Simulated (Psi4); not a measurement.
**C$_{2}$F$_{2}$: single-point calculation**

The run: single-point calculation of C$_{2}$F$_{2}$. Method and program: revPBE/cc-pVTZ, RKS (Psi4 1.11).

The geometry comes from this level: PBE0-D4/def2-TZVP.

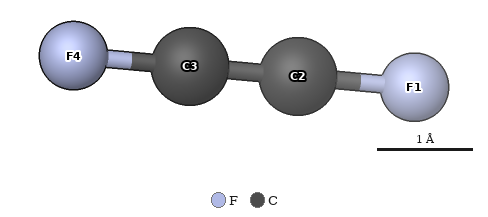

**Figure 1.** The structure as given in the input (ball-and-stick view, seen at a tilt; atoms are numbered from 1 in the order of the input). Bond lengths as drawn: C–C 1.18 Å and C–F 1.28 Å.

## Input file (input.json)
```
{
  "schema_name": "qcschema_input",
  "schema_version": 1,
  "molecule": {
    "schema_name": "qcschema_molecule",
    "schema_version": 2,
    "symbols": ["F", "C", "C", "F"],
    "geometry": [-0.25775864, 0.24188494, 3.50128456, -0.06368377, 0.05706973, 1.10208828, 0.11602918, -0.11413946, -1.12136348, 0.31010406, -0.29895467, -3.52055977],
    "molecular_charge": 0,
    "molecular_multiplicity": 1,
    "fix_symmetry": "c1",
    "fix_com": true,
    "fix_orientation": true
  },
  "driver": "energy",
  "model": {
    "method": "revpbe",
    "basis": "cc-pVTZ"
  },
  "keywords": {
    "reference": "rks",
    "puream": true,
    "e_convergence": 1e-09,
    "d_convergence": 1e-08,
    "scf_type": "pk",
    "dft_radial_points": 99,
    "dft_spherical_points": 590
  }
}
```

Run on 1 thread of Intel Xeon (Granite Rapids), 64 GiB of memory available, shared host.

Launch command:
```bash
psi4 --qcschema input.json -n 1 --memory 1600MB
```

## What the program printed
```
Psi4 1.11 release

   => Loading Basis Set <=

    Name: CC-PVTZ
    Role: ORBITAL
    Keyword: BASIS

         ---------------------------------------------------------
                                   SCF
                              RKS Reference
                        1 Threads,   1525 MiB Core
         ---------------------------------------------------------

  ==> Geometry <==

    Molecular point group: c1
    Full point group: C1

    Geometry (in Bohr), charge = 0, multiplicity = 1:

       Center              X                  Y                   Z               Mass
    ------------   -----------------  -----------------  -----------------  -----------------
         F           -0.257758640000     0.241884940000     3.501284560000    18.998403162730
         C           -0.063683770000     0.057069730000     1.102088280000    12.000000000000
         C            0.116029180000    -0.114139460000    -1.121363480000    12.000000000000
         F            0.310104060000    -0.298954670000    -3.520559770000    18.998403162730

  Running in c1 symmetry.

  Rotational constants: A =    693.65881  B =      0.11938  C =      0.11936 [cm^-1]
  Rotational constants: A = 20795367.84837  B =   3579.01609  C =   3578.40022 [MHz]
  Nuclear repulsion =   95.510997052494560

  Charge       = 0
  Multiplicity = 1
  Electrons    = 30
  Nalpha       = 15
  Nbeta        = 15

  ==> Algorithm <==

  SCF Algorithm Type is PK.
  DIIS enabled.
  MOM disabled.
  Fractional occupation disabled.
  Guess Type is SAD.
  Energy threshold   = 1.00e-09
  Density threshold  = 1.00e-08
  Integral threshold = 1.00e-12

  ==> Primary Basis <==

  Basis Set: CC-PVTZ
    Blend: CC-PVTZ
    Number of shells: 40
    Number of basis functions: 120
    Number of Cartesian functions: 140
    Spherical Harmonics?: true
    Max angular momentum: 3

  ==> DFT Potential <==

   => LibXC <=

    Version 7.1.2

   => Composite Functional: REVPBE <=

    revPBE GGA Exchange-Correlation Functional

    Deriv               =              1
    GGA                 =           TRUE
    Meta                =          FALSE

    Exchange Hybrid     =          FALSE
    MP2 Hybrid          =          FALSE

   => Exchange Functionals <=

    1.0000   XC_GGA_X_PBE_R

   => Correlation Functionals <=

    1.0000     XC_GGA_C_PBE

   => LibXC Density Thresholds  <==

    XC_GGA_C_PBE:  1.00E-12
    XC_GGA_X_PBE_R:  1.00E-15

   => Molecular Quadrature <=

    Radial Scheme          =       TREUTLER
    Pruning Scheme         =           NONE
    Nuclear Scheme         =       TREUTLER

    Blocking Scheme        =         OCTREE
    BS radius alpha        =              1
    Pruning alpha          =              1
    Radial Points          =             99
    Spherical Points       =            590
    Total Points           =         223764
    Total Blocks           =           1710
    Max Points             =            256
    Max Functions          =            120
    Weights Tolerance      =       1.00E-15

  ==> Integral Setup <==

  Using in-core PK algorithm.
   Calculation information:
      Number of atoms:                   4
      Number of AO shells:              40
      Number of primitives:            104
      Number of atomic orbitals:       140
      Number of basis functions:       120

      Integral cutoff                 1.00e-12
      Number of threads:                 1

  Performing in-core PK
  Using 52714860 doubles for integral storage.
  We computed 295503 shell quartets total.
  Whereas there are 336610 unique shell quartets.

  ==> DiskJK: Disk-Based J/K Matrices <==

    J tasked:                  Yes
    K tasked:                   No
    wK tasked:                  No
    Memory [MiB]:             1029
    Schwarz Cutoff:          1E-12

  Cached 16.7% of DFT collocation blocks in 0.098 [GiB].

  Minimum eigenvalue in the overlap matrix is 3.3425848021E-04.
  Reciprocal condition number of the overlap matrix is 7.1336972518E-05.
    Using symmetric orthogonalization.

  ==> Pre-Iterations <==

  SCF Guess: Superposition of Atomic Densities via on-the-fly atomic UHF (no occupation information).

   -------------------------
    Irrep   Nso     Nmo
   -------------------------
     A        120     120
   -------------------------
    Total     120     120
   -------------------------

  ==> Iterations <==

                        Total Energy        Delta E     RMS |[F,P]|

   @RKS iter SAD:  -275.59145600408317   -2.75591e+02   0.00000e+00
   @RKS iter   1:  -275.56292376396215    2.85322e-02   5.69537e-03 ADIIS/DIIS
   @RKS iter   2:  -275.43779135442577    1.25132e-01   6.88887e-03 ADIIS/DIIS
   @RKS iter   3:  -275.75139905538140   -3.13608e-01   2.24693e-03 ADIIS/DIIS
   @RKS iter   4:  -275.77014526301622   -1.87462e-02   4.53038e-04 ADIIS/DIIS
   @RKS iter   5:  -275.77098821138003   -8.42948e-04   5.37151e-05 DIIS
   @RKS iter   6:  -275.77099930722392   -1.10958e-05   8.05649e-06 DIIS
   @RKS iter   7:  -275.77099960200934   -2.94785e-07   2.74871e-07 DIIS
   @RKS iter   8:  -275.77099960236012   -3.50781e-10   5.07707e-08 DIIS
   @RKS iter   9:  -275.77099960237149   -1.13687e-11   1.49989e-09 DIIS
  Energy and wave function converged.

  ==> Post-Iterations <==

   Electrons on quadrature grid:
      Ntotal   =   29.9999999256 ; deviation = -7.445e-08

    Orbital Energies [Eh]
    ---------------------

    Doubly Occupied:

       1A    -24.348098     2A    -24.348097     3A     -9.984284
       4A     -9.981902     5A     -1.197948     6A     -1.196778
       7A     -0.711137     8A     -0.583385     9A     -0.554504
      10A     -0.464839    11A     -0.464839    12A     -0.442875
      13A     -0.442875    14A     -0.242628    15A     -0.242628

    Virtual:

      16A     -0.002181    17A      0.051527    18A      0.055033
      19A      0.055034    20A      0.217997    21A      0.253014
      22A      0.253014    23A      0.298748    24A      0.344863
      25A      0.344863    26A      0.424254    27A      0.470921
      28A      0.519499    29A      0.519499    30A      0.659620
      31A      0.733280    32A      0.733280    33A      0.800251
      34A      0.800251    35A      0.838566    36A      0.838566
      37A      0.839826    38A      0.872910    39A      0.872910
      40A      0.958549    41A      1.220676    42A      1.220676
      43A      1.236790    44A      1.446853    45A      1.726812
      46A      1.771644    47A      1.771644    48A      1.826006
      49A      1.826006    50A      1.906026    51A      1.916860
      52A      1.916860    53A      2.125928    54A      2.125928
      55A      2.226066    56A      2.362582    57A      2.362582
      58A      2.397103    59A      2.397103    60A      2.488807
      61A      2.514812    62A      2.514812    63A      2.530757
      64A      2.622326    65A      2.622326    66A      2.651049
      67A      2.651049    68A      2.658860    69A      2.817943
      70A      2.817943    71A      2.863567    72A      2.863567
      73A      2.913360    74A      2.913360    75A      3.073143
      76A      3.073143    77A      3.200930    78A      3.600371
      79A      3.600371    80A      3.729782    81A      3.729782
      82A      3.833494    83A      4.230423    84A      4.451317
      85A      4.451317    86A      4.733991    87A      4.733991
      88A      4.773472    89A      5.293891    90A      5.293891
      91A      5.382629    92A      6.161536    93A      6.510536
      94A      6.668874    95A      6.668874    96A      6.671711
      97A      6.671711    98A      6.761667    99A      6.761667
     100A      6.902762   101A      6.902762   102A      7.317746
     103A      7.317746   104A      7.367033   105A      7.846843
     106A      7.868338   107A      7.868338   108A      8.088632
     109A      8.088632   110A      8.130531   111A      8.130531
     112A      8.679823   113A      8.679823   114A      8.733556
     115A      8.733556   116A      8.871707   117A      9.133831
     118A     11.729279   119A     12.160398   120A     16.174570

    Final Occupation by Irrep:
              A
    DOCC [    15 ]
    NA   [    15 ]
    NB   [    15 ]

  @RKS Final Energy:  -275.77099960237149

   => Energetics <=

    Nuclear Repulsion Energy =             95.5109970524945595
    One-Electron Energy =                -569.3849751657496654
    Two-Electron Energy =                 229.7256133945834620
    DFT Exchange-Correlation Energy =     -31.6226348836998277
    Empirical Dispersion Energy =           0.0000000000000000
    VV10 Nonlocal Energy =                  0.0000000000000000
    Total Energy =                       -275.7709996023714893

Computation Completed

Properties will be evaluated at   0.000000,   0.000000,   0.000000 [a0]

Properties computed using the SCF density matrix

 Multipole Moments:

 ------------------------------------------------------------------------------------
     Multipole            Electronic (a.u.)      Nuclear  (a.u.)        Total (a.u.)
 ------------------------------------------------------------------------------------

 L = 1.  Multiply by 2.5417464519 to convert [e a0] to [Debye]
 Dipole X            :         -0.7851812            0.7851812            0.0000001
 Dipole Y            :          0.8560459           -0.8560460           -0.0000001
 Dipole Z            :          0.2891271           -0.2891281           -0.0000010
 Magnitude           :                                                    0.0000010

 ------------------------------------------------------------------------------------

	total time  =          9 seconds =       0.15 minutes

    Psi4 run time: 0:00:09.27
```

## File result.json
```
{
 "driver": "energy",
 "model": {
  "method": "revpbe",
  "basis": "cc-pVTZ"
 },
 "success": true,
 "return_result": -275.7709996023715,
 "properties": {
  "calcinfo_nbasis": 120,
  "calcinfo_nmo": 120,
  "calcinfo_nalpha": 15,
  "calcinfo_nbeta": 15,
  "calcinfo_natom": 4,
  "nuclear_repulsion_energy": 95.51099705249456,
  "return_energy": -275.7709996023715,
  "scf_one_electron_energy": -569.3849751657497,
  "scf_two_electron_energy": 229.72561339458346,
  "scf_xc_energy": -31.622634883699828,
  "scf_dipole_moment": [7.745720997931471e-08, -7.358132625423508e-08, -9.55969043481275e-07],
  "scf_total_energy": -275.7709996023715,
  "scf_iterations": 9
 }
}
```

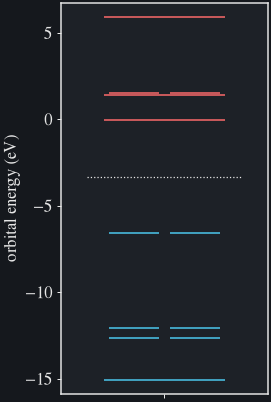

**Figure 2.** Orbital energies near the frontier; the dotted line parts filled from empty levels, and levels within 0.02 eV of each other stand side by side. Highest filled −6.60 eV, lowest empty −0.06 eV, 6.54 eV apart.

## Results in brief

| quantity | value |
| --- | --- |
| outcome | converged |
| total energy | −275.771000 hartree |
| basis functions | 120 |
| HOMO | −6.60 eV |
| LUMO | −0.06 eV |
| dipole moment | 0.00 D |
| wall time | 10 s |
| peak memory | 0.74 GiB |
